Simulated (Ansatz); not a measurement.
**C$_{2}$H$_{9}$NOSi$_{2}$ (SMILES C=C[SiH2]N[SiH2]O): density, localisation and related maps**

Input file:

```
crystal:
  periodic: [false, false, false]
  atoms:
    - {symbol: C, position_ang: [1.383623, -0.519626, -1.591952]}
    - {symbol: C, position_ang: [0.168406, -1.055286, -1.677302]}
    - {symbol: Si, position_ang: [-1.289913, -0.425781, -0.704744]}
    - {symbol: N, position_ang: [-0.864681, 0.896185, 0.322629]}
    - {symbol: Si, position_ang: [-0.213217, 0.820459, 1.911908]}
    - {symbol: O, position_ang: [1.433134, 0.791692, 1.991238]}
    - {symbol: H, position_ang: [1.583864, 0.329509, -0.943070]}
    - {symbol: H, position_ang: [2.226196, -0.894863, -2.166421]}
    - {symbol: H, position_ang: [0.026059, -1.900442, -2.351060]}
    - {symbol: H, position_ang: [-1.811570, -1.523683, 0.151700]}
    - {symbol: H, position_ang: [-2.357017, 0.001872, -1.650272]}
    - {symbol: H, position_ang: [-0.830175, 1.802415, -0.124405]}
    - {symbol: H, position_ang: [-0.579676, 2.047941, 2.651751]}
    - {symbol: H, position_ang: [-0.770457, -0.415668, 2.517858]}
    - {symbol: H, position_ang: [1.873422, -0.005322, 1.691641]}
basis:
  gaussian: {orbitals: def2-TZVPP}
hamiltonian: {xc: pbe0, dispersion: d4}
output: {orbitals: {seedname: orbitals}}
```

Run with:

```sh
ansatz run in.yaml --threads 2 --pin off --events-out ev --progress --plain --max-ram 32768MiB --backend cuda --devices 0, --max-vram 18GiB
```

Geometry: PBE0-D4/def2-TZVP.

Theory: Ansatz, RKS PBE0-D4/def2-TZVPP.

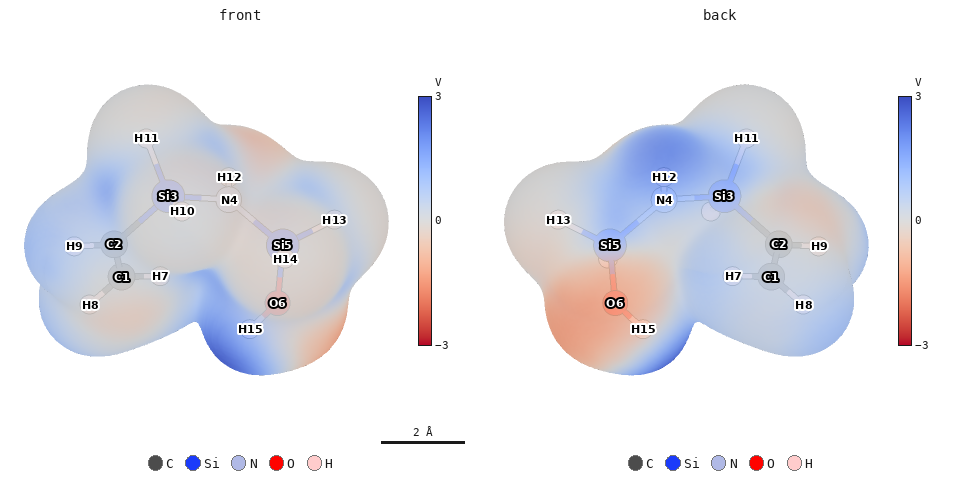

Figure 1. The electrostatic potential painted on the density surface at 0.002 e/bohr³, seen from the front and from behind; the colour scale runs from red (negative) to blue (positive).

**Describe the electrostatic potential map.**

The most negative region (about −1.4 V) lies over O6, the most positive (about +2.5 V) over H15. O6 is the likeliest acceptor of a hydrogen bond.

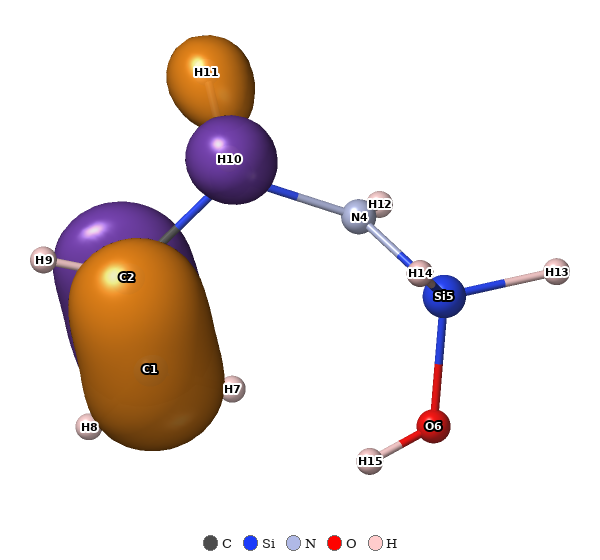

Figure 2. The HOMO−1 at ±0.15 Å⁻³ᐟ² (orange and purple are the two phases), seen at a tilt.

**Describe this orbital and give its energy.**

By Hirshfeld shares it lies mainly on C1 (about 40 %), C2 (about 35 %) and Si3 (about 10 %); π-bonding across C1–C2. Its energy is −8.02 eV.

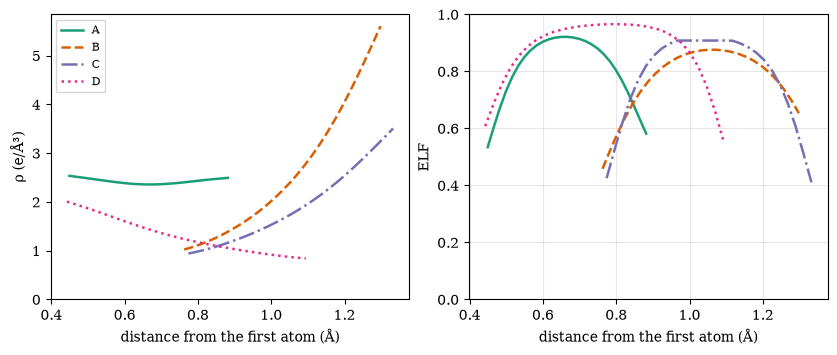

Figure 3. Total electron density and ELF along straight lines between neighbouring atoms. The curves leave out the atomic cores.

**Which curve belongs to which contact (C–C, C–Si, Si–N and Si–O)? The first atom named is at distance zero.**

Curve A: C–C (1.33 Å): the density is about 2.4 e/Å³ at the midpoint; the ELF peaks at about 0.90 between the atoms; a short, multiple covalent bond. Curve B: Si–O (1.65 Å): the density is about 1.2 e/Å³ at the midpoint; the ELF peaks at about 0.90 between the atoms (a shared but strongly polarised pair). Curve C: Si–N (1.72 Å): ρ at the midpoint is about 1.1 e/Å³; the ELF peaks at about 0.90 between the atoms: a shared but strongly polarised pair. Curve D: C–Si (1.86 Å): ρ at the midpoint is about 0.99 e/Å³; the ELF peaks at about 0.95 between the atoms, as expected for localised, covalent bonding.
